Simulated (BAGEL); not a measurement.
# C2H4FO (SMILES [O]CCF) at ROHF/6-31G(d) (density fitting with qzvpp-jkfit, spherical functions)

What is the energy change on altering one bond length of C2H4FO at ROHF/6-31G* (density fitting with qzvpp-jkfit, spherical functions)? 

Program for the calculation: BAGEL 1.2.2.

1 further run of the same task is left out (it didn't finish). Runs told in other sessions of the task aren't counted.

## Step 1: The structure to begin with

C2H4FO: 8 atoms, total charge 0, spin state doublet. SMILES: `[O]CCF`. The coordinates come from a PBE0-D4/def2-TZVP relaxation. This is one conformer, not always the lowest.

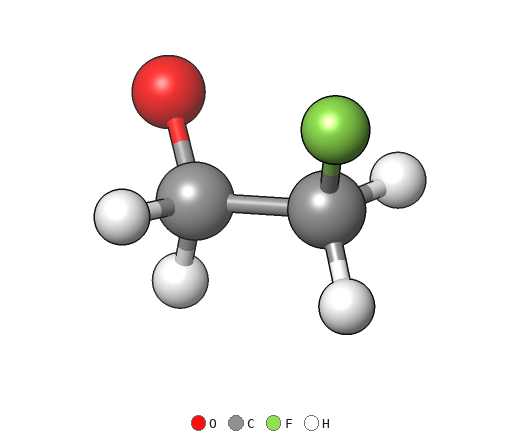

The structure, seen from a chosen angle (oxygen red, carbon grey, fluorine green, hydrogen white).

## Step 2: The energy at ROHF/6-31G(d) (density fitting with qzvpp-jkfit, spherical functions)

calc.json reads:

```json
{ "bagel" : [

{
  "title" : "molecule",
  "basis" : "6-31gs.json",
  "df_basis" : "qzvpp-jkfit",
  "angstrom" : true,
  "geometry" : [
    { "atom" : "O", "xyz" : [      -1.112700,       1.381900,      -0.100600 ] },
    { "atom" : "C", "xyz" : [       0.022800,       0.703900,       0.201100 ] },
    { "atom" : "C", "xyz" : [       0.021100,      -0.764600,      -0.150900 ] },
    { "atom" : "F", "xyz" : [       0.108000,      -0.917200,      -1.519200 ] },
    { "atom" : "H", "xyz" : [       0.196200,       0.830100,       1.288200 ] },
    { "atom" : "H", "xyz" : [       0.884800,       1.215700,      -0.264500 ] },
    { "atom" : "H", "xyz" : [      -0.906900,      -1.234800,       0.187000 ] },
    { "atom" : "H", "xyz" : [       0.879000,      -1.272100,       0.303300 ] }
  ]
},

{
  "title" : "rohf",
  "nopen" : 1
},

{
  "title" : "print",
  "file" : "orbitals.molden",
  "orbitals" : true
}

]}
```

The basis set 6-31G* is read from a file made from the Basis Set Exchange's data (not shown).

The run is started by

```sh
$ BAGEL_NUM_THREADS=1 BAGEL calc.json > calc.out
```

What it wrote:

```text
* using 1 threads per process

  ===============================================================
  ===============================================================

  *** Geometry ***

  { "atom" : "O", "xyz" : [     -2.102698,      2.611413,     -0.190106 ] },
  { "atom" : "C", "xyz" : [      0.043086,      1.330178,      0.380024 ] },
  { "atom" : "C", "xyz" : [      0.039873,     -1.444885,     -0.285160 ] },
  { "atom" : "F", "xyz" : [      0.204090,     -1.733257,     -2.870872 ] },
  { "atom" : "H", "xyz" : [      0.370764,      1.568662,      2.434345 ] },
  { "atom" : "H", "xyz" : [      1.672030,      2.297340,     -0.499833 ] },
  { "atom" : "H", "xyz" : [     -1.713793,     -2.333434,      0.353379 ] },
  { "atom" : "H", "xyz" : [      1.661069,     -2.403921,      0.573154 ] },

  Number of auxiliary basis functions:      376

  Since a DF basis is specified, we compute 2- and 3-index integrals:
    o Being stored without compression. Storage requirement is 0.012 GB

  Number of basis functions:       64
  Number of electrons      :       33

    * METHOD: MOLECULE                             0.41

  *** Open-shell HF ***

  === Nuclear Repulsion ===
   121.4007304080

      * DIIS with orbital gradients will be used.

  === ROHF iteration (6-31gs.json) ===
      0       -251.94209903          0.05461433           0.17
      1       -252.11628763          0.04356040           0.18
      2       -252.21725387          0.02839765           0.16
      3       -252.28820392          0.00448105           0.17
      4       -252.29523242          0.00135613           0.17
      5       -252.29627343          0.00048136           0.16
      6       -252.29643666          0.00018464           0.18
      7       -252.29647637          0.00015816           0.20
      8       -252.29649585          0.00015329           0.17
      9       -252.29652644          0.00014964           0.18
     10       -252.29657448          0.00014594           0.18
     11       -252.29667406          0.00014080           0.17
     12       -252.29677514          0.00013501           0.17
     13       -252.29691320          0.00012552           0.18
     14       -252.29713350          0.00015828           0.17
     15       -252.29724320          0.00014841           0.17
     16       -252.29724029          0.00014298           0.14
     17       -252.29723517          0.00013084           0.17
     18       -252.29728266          0.00009490           0.17
     19       -252.29726500          0.00007998           0.17
     20       -252.29730322          0.00007552           0.17
     21       -252.29732799          0.00006965           0.16
     22       -252.29735939          0.00006433           0.15
     23       -252.29740962          0.00005681           0.14
     24       -252.29746796          0.00004804           0.17
     25       -252.29747786          0.00003513           0.17
     26       -252.29748473          0.00002781           0.15
[... 4 lines of this table left out ...]
     31       -252.29749439          0.00000217           0.20
     32       -252.29749413          0.00000172           0.17
     33       -252.29749415          0.00000052           0.17
     34       -252.29749409          0.00000035           0.14
     35       -252.29749412          0.00000031           0.15
     36       -252.29749412          0.00000026           0.16
     37       -252.29749413          0.00000026           0.18
     38       -252.29749412          0.00000017           0.19
     39       -252.29749413          0.00000009           0.16
     40       -252.29749412          0.00000005           0.17
     41       -252.29749413          0.00000002           0.17
     42       -252.29749413          0.00000001           0.17
     43       -252.29749413          0.00000001           0.17
    * SCF iteration converged.

    * S^2 (ROHF) is 0.7500

    * Permanent dipole moment:
           (   -0.564924,     0.218314,    -0.932133) a.u.

    * METHOD: ROHF                                 7.61

    * METHOD: PRINT                                0.04

  ===============================================================
```

It took 9 s on 1 thread of AMD EPYC, shared host; peak memory 0.08 GiB.

## Step 3: The distorted shape

hf.json reads:

```json
{ "bagel": [

{
  "title": "molecule",
  "basis": "6-31gs.json",
  "df_basis": "qzvpp-jkfit",
  "angstrom": true,
  "geometry": [
    { "atom": "O", "xyz": [      -1.320778,       1.230462,      -1.405105 ] },
    { "atom": "C", "xyz": [      -0.185278,       0.552462,      -1.103405 ] },
    { "atom": "C", "xyz": [      -0.186978,      -0.916038,      -1.455405 ] },
    { "atom": "F", "xyz": [      -0.100078,      -1.068638,      -2.823705 ] },
    { "atom": "H", "xyz": [       0.196200,       0.830100,       1.288200 ] },
    { "atom": "H", "xyz": [       0.676722,       1.064262,      -1.569005 ] },
    { "atom": "H", "xyz": [      -1.114978,      -1.386238,      -1.117505 ] },
    { "atom": "H", "xyz": [       0.670922,      -1.423538,      -1.001205 ] }
  ]
},

{
  "title": "rohf",
  "nopen": 1
},

{
  "title": "print",
  "file": "orbitals.molden",
  "orbitals": true
}

]}
```

The basis set 6-31G* is read from a file made from the Basis Set Exchange's data (not shown).

The run is started by

```sh
$ BAGEL_NUM_THREADS=1 BAGEL hf.json > hf.out
```

What it wrote:

```text
* using 1 threads per process

  ===============================================================
  ===============================================================

  *** Geometry ***

  { "atom" : "O", "xyz" : [     -2.495909,      2.325236,     -2.655264 ] },
  { "atom" : "C", "xyz" : [     -0.350125,      1.044002,     -2.085133 ] },
  { "atom" : "C", "xyz" : [     -0.353337,     -1.731061,     -2.750317 ] },
  { "atom" : "F", "xyz" : [     -0.189120,     -2.019433,     -5.336029 ] },
  { "atom" : "H", "xyz" : [      0.370764,      1.568662,      2.434345 ] },
  { "atom" : "H", "xyz" : [      1.278819,      2.011164,     -2.964990 ] },
  { "atom" : "H", "xyz" : [     -2.107003,     -2.619610,     -2.111778 ] },
  { "atom" : "H", "xyz" : [      1.267859,     -2.690097,     -1.892003 ] },

  Number of auxiliary basis functions:      376

  Since a DF basis is specified, we compute 2- and 3-index integrals:
    o Being stored without compression. Storage requirement is 0.012 GB

  Number of basis functions:       64
  Number of electrons      :       33

    * METHOD: MOLECULE                             0.48

  *** Open-shell HF ***

  === Nuclear Repulsion ===
   117.9389759768

      * DIIS with orbital gradients will be used.

  === ROHF iteration (6-31gs.json) ===
      0       -251.75332018          0.05897841           0.16
      1       -251.72273146          0.07227214           0.16
      2       -251.77019724          0.07109863           0.15
      3       -252.15862085          0.00534012           0.15
      4       -252.16621552          0.00224460           0.14
      5       -252.16812698          0.00099005           0.15
      6       -252.16848012          0.00042005           0.15
      7       -252.16855579          0.00025165           0.15
      8       -252.16858707          0.00015086           0.17
      9       -252.16860375          0.00005974           0.15
     10       -252.16860622          0.00003747           0.11
     11       -252.16860660          0.00002400           0.15
     12       -252.16860667          0.00000967           0.15
     13       -252.16860653          0.00000331           0.14
     14       -252.16860669          0.00000145           0.13
     15       -252.16860675          0.00000070           0.13
     16       -252.16860676          0.00000032           0.15
     17       -252.16860677          0.00000020           0.13
     18       -252.16860677          0.00000011           0.14
     19       -252.16860677          0.00000006           0.14
     20       -252.16860677          0.00000004           0.14
     21       -252.16860677          0.00000001           0.14
     22       -252.16860677          0.00000001           0.15
    * SCF iteration converged.

    * S^2 (ROHF) is 0.7500

    * Permanent dipole moment:
           (   -0.913037,     0.596493,    -0.789230) a.u.

    * METHOD: ROHF                                 3.69

    * METHOD: PRINT                                0.03

  ===============================================================
```

Run time: 5.1 s. Hardware: 1 thread of AMD EPYC, shared host; peak memory 0.08 GiB.

## Step 4: Outcome

Level: ROHF/6-31G* (density fitting with qzvpp-jkfit, spherical functions).

| quantity | value |
| --- | --- |
| first shape: total energy | -252.29749 Eh |
| first shape: dipole moment | 2.83 D |
| first shape: ⟨S²⟩ | 0.750 |
| distorted shape: total energy | -252.16861 Eh |
| distorted shape: dipole moment | 3.42 D |
| distorted shape: ⟨S²⟩ | 0.750 |
| energy change with the C2–H5 bond stretched from 1.108 to 2.438 Å | 3.507 eV |

In words: With the C2–H5 bond stretched from 1.108 to 2.438 Å the energy rises by 3.51 eV (81 kcal/mol). The first shape isn't relaxed at this level, so the change isn't measured from a minimum.
